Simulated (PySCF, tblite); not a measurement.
# ClH₁₁OSi₅: geometry, infrared bands and NMR shifts

What infrared bands and NMR shifts should ClH₁₁OSi₅ (`[SiH3]O[SiH2][Si]([SiH3])([SiH3])Cl`) show?

Computed with tblite 0.8.0 and PySCF 2.14.0, with density-fitted response routines of our own, on a single molecule in the gas phase. Atoms are numbered from 0 throughout.

## 1. Starting geometry

18 atoms, charge 0, multiplicity 1; geometry from: force field or distance geometry start.

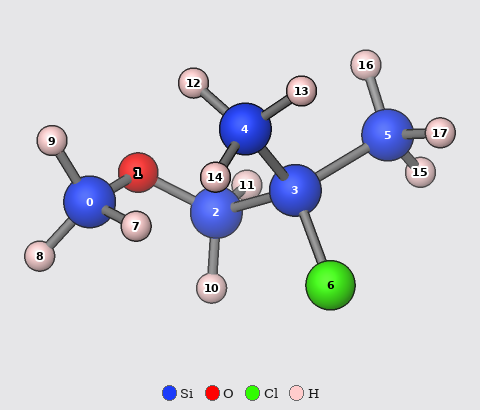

The starting geometry (silicon blue, oxygen red, chlorine green, hydrogen pink), atoms numbered; sticks join atoms by distance.

## 2. Geometry optimisation with GFN2-xTB

Job settings and geometry (Å):

```
{"job": {"kind": "relax", "xc": "GFN2-xTB", "basis": "xTB"}, "charge": 0, "multiplicity": 1}
Si    -2.915600    -0.313100    -0.020700
O     -1.741300    -1.039100    -1.014200
Si    -0.366900    -1.619700    -0.212600
Si     0.968700    -0.063000     0.640400
Si    -0.000600     1.909700     0.403400
Si     2.977500    -0.096900    -0.315500
Cl     1.230000    -0.404700     2.711800
H     -2.258900     0.309200     1.135700
H     -3.963800    -1.234800     0.408100
H     -3.506600     0.779600    -0.816500
H     -0.652100    -2.648500     0.801000
H      0.455600    -2.336600    -1.218900
H     -0.756300     1.916300    -0.836200
H      1.071600     2.923200     0.432800
H     -0.840500     2.188700     1.591700
H      3.630000    -1.410600    -0.242300
H      2.835000     0.320200    -1.714400
H      3.825600     0.826400     0.460600
```

Command:

```bash
> OMP_NUM_THREADS=1 python probes_run.py task.json out
```

This one command runs all jobs of the session in turn.

Log:

```text
step      E/eV     max force
  0    -624.87172    2.221
  1    -625.10715    1.523
  2    -625.26248    0.685
  3    -625.32501    0.714
  4    -625.47372    0.786
  5    -625.56496    0.733
  6    -625.63250    0.678
  7    -625.68002    0.484
  8    -625.71941    0.477
  9    -625.74994    0.473
 10    -625.78057    0.438
 11    -625.80654    0.352
 12    -625.82572    0.231
 13    -625.83570    0.217
 14    -625.84157    0.177
 15    -625.84649    0.173
 16    -625.85144    0.150
 17    -625.85757    0.198
 18    -625.86370    0.209
 19    -625.86855    0.193
 20    -625.87258    0.144
 21    -625.87664    0.183
 22    -625.88127    0.212
 23    -625.88670    0.257
 24    -625.89235    0.224
 25    -625.89803    0.221
 26    -625.90381    0.200
 27    -625.90879    0.181
 28    -625.91295    0.214
 29    -625.91694    0.191
 30    -625.92056    0.162
 31    -625.92334    0.157
 32    -625.92541    0.128
 33    -625.92719    0.134
 34    -625.92908    0.135
 35    -625.93118    0.108
 36    -625.93313    0.090
 37    -625.93463    0.088
 38    -625.93568    0.071
 39    -625.93641    0.082
 40    -625.93691    0.065
 41    -625.93722    0.035
 42    -625.93744    0.028
 43    -625.93761    0.035
 44    -625.93778    0.040
 45    -625.93800    0.039
 46    -625.93826    0.043
 47    -625.93851    0.039
 48    -625.93866    0.024
 49    -625.93872    0.020
 50    -625.93876    0.018
 51    -625.93884    0.022
 52    -625.93895    0.027
 53    -625.93906    0.027
 54    -625.93913    0.018
 55    -625.93917    0.013
 56    -625.93921    0.019
 57    -625.93928    0.025
 58    -625.93938    0.035
 59    -625.93951    0.038
 60    -625.93962    0.030
 61    -625.93970    0.020
 62    -625.93977    0.017
 63    -625.93985    0.028
 64    -625.93994    0.042
 65    -625.94007    0.047
 66    -625.94024    0.043
 67    -625.94046    0.042
 68    -625.94066    0.040
 69    -625.94077    0.027
 70    -625.94084    0.018
 71    -625.94090    0.026
 72    -625.94100    0.037
 73    -625.94114    0.039
 74    -625.94130    0.029
 75    -625.94139    0.016
 76    -625.94143    0.015
 77    -625.94147    0.015
 78    -625.94152    0.019
 79    -625.94162    0.026
 80    -625.94174    0.025
 81    -625.94184    0.021
 82    -625.94189    0.015
 83    -625.94193    0.014
 84    -625.94197    0.016
 85    -625.94205    0.023
 86    -625.94217    0.029
 87    -625.94231    0.025
 88    -625.94241    0.018
 89    -625.94247    0.017
 90    -625.94251    0.016
 91    -625.94259    0.023
 92    -625.94272    0.027
 93    -625.94292    0.029
 94    -625.94310    0.022
 95    -625.94322    0.023
 96    -625.94332    0.022
 97    -625.94343    0.024
 98    -625.94362    0.031
 99    -625.94406    0.044
100    -625.94485    0.070
101    -625.94582    0.083
102    -625.94706    0.083
103    -625.94584    0.136
104    -625.94848    0.085
105    -625.94911    0.128
106    -625.94924    0.095
107    -625.94989    0.052
108    -625.95046    0.055
109    -625.95146    0.085
110    -625.95265    0.054
111    -625.95366    0.050
112    -625.95411    0.076
113    -625.95421    0.152
114    -625.95515    0.060
115    -625.95577    0.057
116    -625.95670    0.096
117    -625.95786    0.127
118    -625.95897    0.093
119    -625.95999    0.106
120    -625.96086    0.067
121    -625.96178    0.056
122    -625.96241    0.048
123    -625.96291    0.065
124    -625.96383    0.071
125    -625.96519    0.103
126    -625.96665    0.118
127    -625.96869    0.155
128    -625.97084    0.219
129    -625.96921    0.303
130    -625.97434    0.160
131    -625.97589    0.124
132    -625.97895    0.172
133    -625.98109    0.084
134    -625.98303    0.119
135    -625.98658    0.167
136    -625.98824    0.105
137    -625.98968    0.084
138    -625.99088    0.132
139    -625.99248    0.099
140    -625.99365    0.093
141    -625.99473    0.094
142    -625.99545    0.085
143    -625.99646    0.074
144    -625.99732    0.076
145    -625.99817    0.076
146    -625.99891    0.073
147    -625.99958    0.072
148    -626.00022    0.083
149    -626.00100    0.083
150    -626.00160    0.058
151    -626.00225    0.053
152    -626.00303    0.059
153    -626.00387    0.068
154    -626.00444    0.053
155    -626.00490    0.051
156    -626.00522    0.032
157    -626.00549    0.037
158    -626.00576    0.035
159    -626.00606    0.044
160    -626.00642    0.047
161    -626.00683    0.050
162    -626.00724    0.047
163    -626.00764    0.051
164    -626.00804    0.075
165    -626.00847    0.073
166    -626.00884    0.048
167    -626.00915    0.043
168    -626.00945    0.047
169    -626.00981    0.064
170    -626.01026    0.062
171    -626.01071    0.048
172    -626.01113    0.055
173    -626.01156    0.059
174    -626.01211    0.063
175    -626.01273    0.057
176    -626.01325    0.053
177    -626.01353    0.038
178    -626.01370    0.025
179    -626.01382    0.024
180    -626.01396    0.028
181    -626.01415    0.037
182    -626.01444    0.039
183    -626.01479    0.057
184    -626.01510    0.043
185    -626.01532    0.048
186    -626.01548    0.034
187    -626.01563    0.033
188    -626.01581    0.029
189    -626.01607    0.032
190    -626.01634    0.035
191    -626.01658    0.036
192    -626.01673    0.029
193    -626.01683    0.022
194    -626.01691    0.019
195    -626.01698    0.016
196    -626.01703    0.015
197    -626.01708    0.018
198    -626.01714    0.018
199    -626.01721    0.020
200    -626.01732    0.018
201    -626.01742    0.023
202    -626.01750    0.026
203    -626.01755    0.025
204    -626.01762    0.018
205    -626.01770    0.015
206    -626.01777    0.020
207    -626.01787    0.021
208    -626.01796    0.021
209    -626.01802    0.018
210    -626.01807    0.018
211    -626.01811    0.015
212    -626.01814    0.013
213    -626.01817    0.010
```

Run time: 2.9 s. Hardware: 1 thread of Arm Neoverse V1, shared host.

The steps of the relaxation: (not every step is listed)

```tsv
step	energy from step 0 (eV)	largest force (eV/Å)
0	0.0000	2.2206
1	-0.2354	1.5234
2	-0.3908	0.6851
3	-0.4533	0.7142
4	-0.6020	0.7864
5	-0.6932	0.7326
6	-0.7608	0.6782
7	-0.8083	0.4841
8	-0.8477	0.4770
28	-1.0412	0.2137
48	-1.0669	0.0241
68	-1.0689	0.0400
88	-1.0707	0.0181
108	-1.0787	0.0546
128	-1.0991	0.2187
148	-1.1285	0.0832
168	-1.1377	0.0473
188	-1.1441	0.0288
208	-1.1462	0.0212
209	-1.1463	0.0184
210	-1.1463	0.0181
211	-1.1464	0.0154
212	-1.1464	0.0127
213	-1.1465	0.0095
```

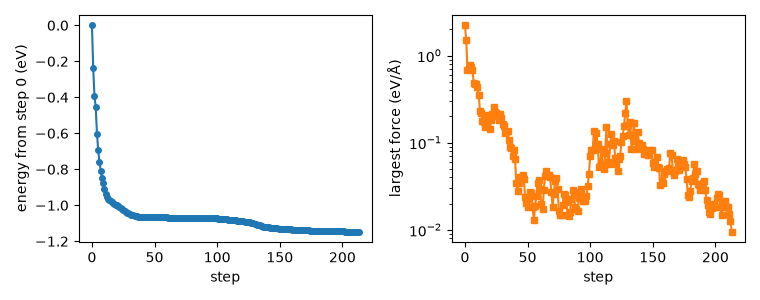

Energy and largest force along the relaxation.

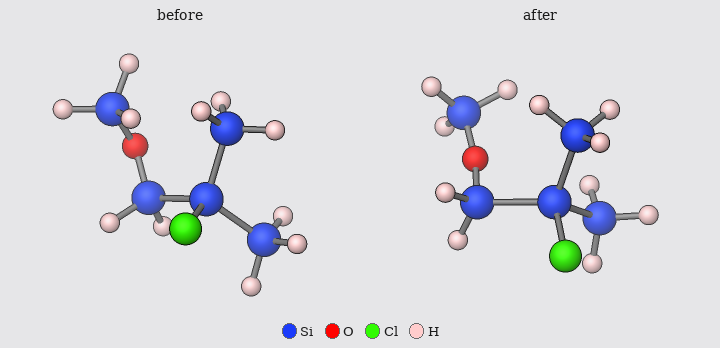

The geometry before (left) and after (right).

Close pairs (by a distance rule), those that changed most:

```tsv
bond	before (Å)	after (Å)	change (Å)
Si3–Si4	2.211	2.358	+0.147
Si3–Si5	2.225	2.353	+0.128
Si2–Si3	2.221	2.325	+0.104
Si0–O1	1.701	1.613	-0.088
O1–Si2	1.694	1.627	-0.067
Si4–H12	1.452	1.469	+0.017
Si2–H11	1.484	1.469	-0.015
Si4–H14	1.482	1.468	-0.013
```

The final coordinates are the input of the step that follows.

## 3. Infrared spectrum with GFN2-xTB

Job settings and geometry (Å):

```
{"job": {"kind": "ir", "xc": "GFN2-xTB", "basis": "xTB"}, "charge": 0, "multiplicity": 1}
Si    -2.677811    -0.656315    -1.040094
O     -1.453384    -1.092271    -0.084242
Si    -0.474947    -1.573541     1.123066
Si     1.190272     0.035718     0.914570
Si     0.390923     2.216268     1.323288
Si     2.374798    -0.120351    -1.112907
Cl     2.598725    -0.380185     2.418746
H     -3.854712    -0.446286    -0.200393
H     -2.881035    -1.746576    -1.990149
H     -2.225881     0.577030    -1.683251
H     -1.288018    -1.582053     2.347465
H     -0.156640    -2.975503     0.821358
H      0.502737     3.047731     0.117583
H      1.082489     2.946490     2.389511
H     -1.033195     2.208698     1.680133
H      3.103088    -1.380853    -1.297137
H      1.428018    -0.016679    -2.228139
H      3.365815     0.944995    -1.305344
```

Log:

```text
mode    cm-1     km/mol
  1     -43.4      0.89
  2     -41.6      0.94
  3     -27.0      0.03
  4      16.1      0.01
  5      44.7      0.74
  6      46.7      0.21
  7      59.5      0.68
  8      78.7      0.06
  9      81.2      2.09
 10     117.8     12.77
 11     120.8     10.13
 12     154.7      8.18
 13     294.6      8.76
 14     356.5      4.75
 15     385.4      2.80
 16     396.0     42.10
 17     402.0     23.83
 18     408.5     11.57
 19     446.2     18.23
 20     468.1      0.28
 21     489.1      7.29
 22     547.1      4.14
 23     577.3      3.23
 24     607.5     39.68
 25     617.4     60.63
 26     703.5    707.08
 27     744.2    885.62
 28     772.4    312.09
 29     778.0    276.52
 30     779.5    359.59
 31     800.6     69.93
 32     806.7    125.28
 33     807.2     87.35
 34     813.9    289.43
 35     821.6    358.09
 36     827.1    300.79
 37    1104.2    614.82
 38    2153.5    252.73
 39    2189.0     97.90
 40    2204.2    150.09
 41    2212.4    107.49
 42    2217.1    414.53
 43    2221.8    349.08
 44    2227.0    166.68
 45    2237.7    319.76
 46    2254.2    344.52
 47    2266.1    376.44
 48    2283.9    151.19
```

Run time: 1.3 s. Hardware: 1 thread of Arm Neoverse V1, shared host.

The strongest bands and the atoms that carry them (share of the mass-weighted mode):

```tsv
cm⁻¹	km/mol	atoms
704	707.1	H11 36 %, H10 32 %, Si2 14 %
744	885.6	H17 16 %, H16 16 %, H12 15 %, H13 15 %
780	359.6	H7 35 %, H8 30 %
822	358.1	H17 35 %, H15 31 %
1104	614.8	O1 79 %, Si0 10 %
2217	414.5	H17 53 %, H15 26 %
2222	349.1	H15 59 %, H17 24 %
2266	376.4	H7 58 %, H8 36 %
```

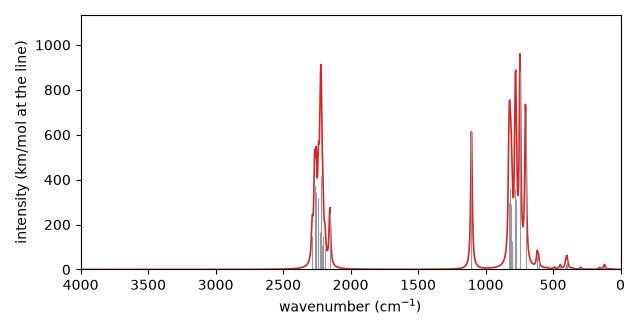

The infrared spectrum from these modes, unscaled. Lines are broadened to a width of 14 cm⁻¹ (Lorentzian).

## 4. Nuclear shieldings: PBE0/pcSseg-1

Settings changed since step 3:

```diff
@@ -1,2 +1,2 @@
-{"job": {"kind": "ir", "xc": "GFN2-xTB", "basis": "xTB"}, "charge": 0, "multiplicity": 1}
+{"job": {"kind": "nmr", "xc": "PBE0", "basis": "pcSseg-1"}, "charge": 0, "multiplicity": 1}
 Si    -2.677811    -0.656315    -1.040094
```

Method: GIAO PBE0/pcSseg-1 NMR shielding, non-relativistic, gas phase.

Log:

```text
coarse grid: 17656 points
cycle   1  E = -1988.5117413638  dE =  2.371e-01  |g| = 7.980e-01  |ddm| = 3.866e+00
cycle   2  E = -1988.2864395896  dE =  2.253e-01  |g| = 1.335e+00  |ddm| = 1.940e+00
cycle   3  E = -1988.6277230273  dE = -3.413e-01  |g| = 1.012e-01  |ddm| = 1.421e+00
cycle   4  E = -1988.6293386345  dE = -1.616e-03  |g| = 5.393e-02  |ddm| = 1.920e-01
cycle   5  E = -1988.6301110895  dE = -7.725e-04  |g| = 7.825e-03  |ddm| = 7.889e-02
cycle   6  E = -1988.6301252413  dE = -1.415e-05  |g| = 1.900e-03  |ddm| = 1.260e-02
cycle   7  E = -1988.6301261908  dE = -9.495e-07  |g| = 4.130e-04  |ddm| = 2.973e-03
final grid: 141680 points
cycle   8  E = -1988.6757719737  dE = -1.616e-05  |g| = 7.044e-03  |ddm| = 1.735e-02
cycle   9  E = -1988.6757614833  dE =  1.049e-05  |g| = 1.018e-02  |ddm| = 1.294e-02
cycle  10  E = -1988.6757791632  dE = -1.768e-05  |g| = 9.366e-04  |ddm| = 8.525e-03
cycle  11  E = -1988.6757793030  dE = -1.398e-07  |g| = 1.267e-04  |ddm| = 9.725e-04
cycle  12  E = -1988.6757793081  dE = -5.070e-09  |g| = 2.927e-05  |ddm| = 2.387e-04
cycle  13  E = -1988.6757793084  dE = -2.483e-10  |g| = 1.012e-05  |ddm| = 4.927e-05
converged SCF energy = -1988.6757793084

GIAO shielding tensors (ppm)
atom      isotropic    diamagn.    paramagn.     s11        s22        s33       span
  0 Si     391.410     880.753    -489.342    354.660    357.099    462.472    107.812
  1 O      340.029     399.829     -59.800    235.600    387.595    396.892    161.292
  2 Si     377.831     879.614    -501.783    343.095    347.173    443.224    100.128
  3 Si     376.464     880.305    -503.841    300.630    351.577    477.185    176.555
  4 Si     450.212     880.701    -430.489    415.160    453.500    481.975     66.814
  5 Si     452.273     880.505    -428.232    424.174    452.465    480.181     56.007
  6 Cl    1065.419    1148.328     -82.909    999.683   1070.110   1126.465    126.783
  7 H       26.672      28.970      -2.298     23.308     24.826     31.883      8.575
  8 H       26.685      28.882      -2.196     23.148     24.748     32.160      9.012
  9 H       26.809      31.320      -4.512     22.799     26.489     31.138      8.339
 10 H       25.987      28.818      -2.831     22.808     24.978     30.175      7.367
 11 H       25.990      28.776      -2.786     22.743     24.922     30.306      7.564
 12 H       27.881      29.817      -1.936     24.362     26.176     33.104      8.742
 13 H       27.777      29.189      -1.411     24.170     25.910     33.252      9.082
 14 H       27.816      29.959      -2.143     24.077     26.405     32.966      8.888
 15 H       27.785      29.208      -1.423     24.396     25.544     33.416      9.020
 16 H       28.055      30.197      -2.142     24.335     26.515     33.316      8.981
 17 H       27.791      29.160      -1.368     24.308     25.795     33.271      8.963
```

It took 74 s on 1 thread of Arm Neoverse V1, shared host; peak memory 1.1 GiB.

The references, computed at this level on geometries of the same kind, shield at (ppm): 1H TMS 31.72, 29Si TMS 349.2, 17O H2O 336.1, 35Cl HCl 950. Their shielding less the atom's gives the shift. The references are single molecules in the gas phase, so shifts against H2O, NH3, PH3, H3PO4 or CFCl3 are not on the usual liquid scales and can be off by tens of ppm. Atoms listed in one row are averaged.

```tsv
atoms	environment	σ (ppm)	δ (ppm)
H10, H11	hydrogen on a silicon bonded to O, Si	25.99	5.73
H7, H8, H9	hydrogen on a silicon bonded to O	26.72	4.99
H12, H13, H14, H15, H16, H17	hydrogen on a silicon bonded to Si	27.85	3.87
Si3	silicon bonded to Cl, 3 Si	376.5	-27.3
Si2	silicon bonded to O, Si, 2 H	377.8	-28.7
Si0	silicon bonded to O, 3 H	391.4	-42.3
Si4, Si5	silicon bonded to Si, 3 H	451.2	-102.1
O1	oxygen bonded to 2 Si	340.0	-3.9
Cl6	chlorine bonded to Si	1065	-116
```

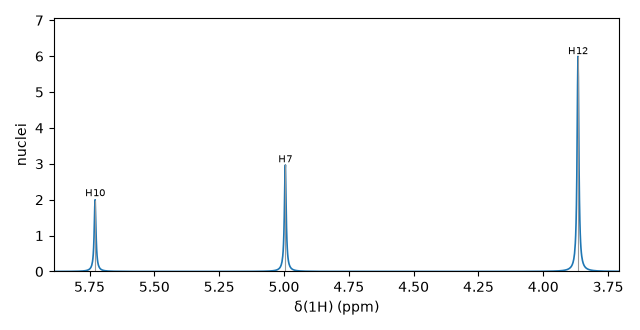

1H lines at the computed shifts, without couplings. Lines are broadened to a width of 0.01 ppm (Lorentzian).

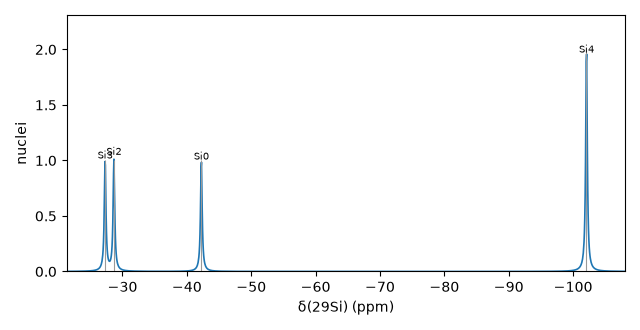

29Si lines at the computed shifts, without couplings. Lines are broadened to a width of 0.30 ppm (Lorentzian).

The run also stored atomic charges by several schemes (e):

```tsv
atoms	Mulliken	IAO	Hirshfeld	ESP fit
Si0	0.74	0.89	0.39	0.60
O1	-0.72	-0.90	-0.30	-0.37
Si2	0.74	0.77	0.32	0.45
Si3	-0.16	0.20	0.13	-0.01
Si4, Si5	0.29	0.31	0.21	0.25
Cl6	-0.33	-0.34	-0.16	-0.19
```

IAO charges:

Si0 0.89; O1 -0.90; Si2 0.77; Si3 0.20; Si4 0.31; Si5 0.31; Cl6 -0.34; H7 -0.15; H8 -0.15; H9 -0.15; H10 -0.13; H11 -0.12; H12 -0.10; H13 -0.08; H14 -0.10; H15 -0.09; H16 -0.10; H17 -0.09

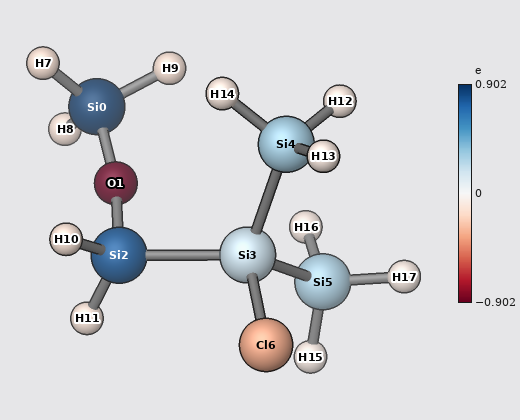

IAO charges, as colours on the atoms.

Mayer bond orders: Si0–O1 0.93, O1–Si2 0.89, Si2–Si3 0.84, Si3–Si4 0.83, Si3–Si5 0.87, Si3–Cl6 0.85.

The fields below are evaluated on a grid from the run's orbitals.

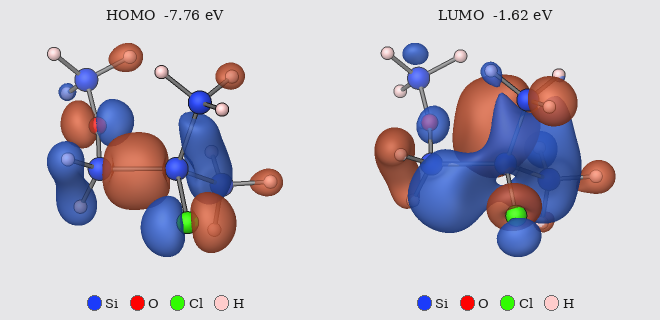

Frontier orbitals at PBE0/pcSseg-1; each surface holds 70 % of the orbital's density, blue and red mark the sign.

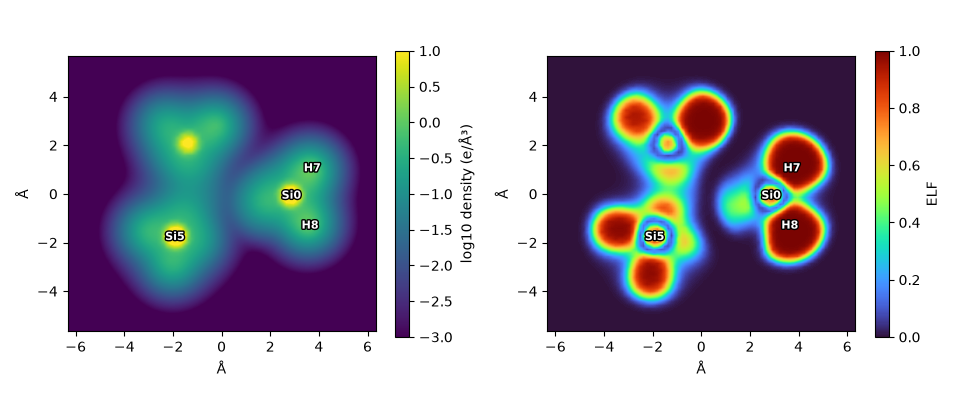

Density (left) and ELF (right) in a plane through or near 4 of the atoms.

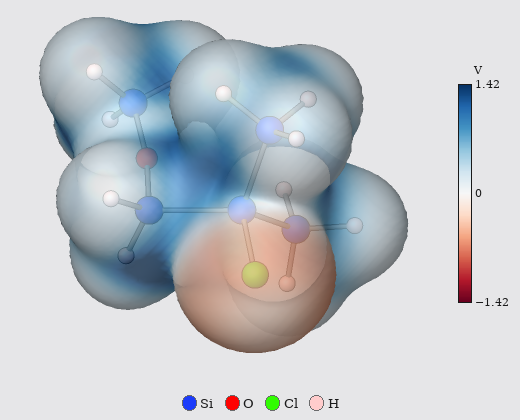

The potential that a unit positive charge feels on the 0.002 e/bohr³ surface, from -0.58 V near Cl6 to 1.42 V near H8.

## 5. Results

```
                                                                quantity                            value
                               strongest single infrared mode (GFN2-xTB)             744 cm⁻¹, 886 km/mol
                                            zero-point energy (GFN2-xTB)                    58.5 kcal/mol
  1H shifts against TMS (PBE0/pcSseg-1, means over atoms taken as alike)             5.73, 4.99, 3.87 ppm
29Si shifts against TMS (PBE0/pcSseg-1, means over atoms taken as alike)  -27.3, -28.7, -42.3, -102.1 ppm
                                  17O shifts against H2O (PBE0/pcSseg-1)                         -3.9 ppm
                                 35Cl shifts against HCl (PBE0/pcSseg-1)                         -116 ppm
                                   surface potential, least and greatest               -0.58 V and 1.42 V
```

What this shows: The optimisation took 213 steps and gained 1.146 eV; among the close pairs (by a distance rule), Si3–Si4 changed most, from 2.211 to 2.358 Å. The lowest mode is imaginary (43i cm⁻¹), so the xTB geometry is not a minimum. The strongest single mode, at 744 cm⁻¹, has its largest shares on H17, H16, H12 and H13 (the list is cut at 4 atoms). GFN2-xTB is a fitted tight-binding method: band positions and strengths are rough. Its intensities can rank the bands wrongly. At PBE0/pcSseg-1: The widest tensor belongs to Si3: span 177 ppm, with a paramagnetic part of -504 ppm. By nearest atom (PBE0/pcSseg-1), the HOMO sits on Si3 21 %; Cl6 21 % and the LUMO on Si3 30 %; Si2 11 %.
